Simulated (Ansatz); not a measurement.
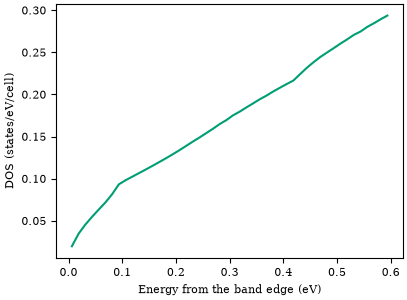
Density of states of BP (F-43m) above the conduction band minimum, PBE with spin-orbit coupling, rigid bands (Ansatz, a first-principles code); cell volume 23.1 Å³.

Q: What effective density of states at 300 K does this give (∫ g(E) exp(−E/k_BT) dE, both spins, divided by the cell's size)?

A: 4.2e19 cm⁻³, a density-of-states mass of 1.42 mₑ, valleys and band degeneracy included.

Geometry: cell and atoms relaxed with PBEsol.
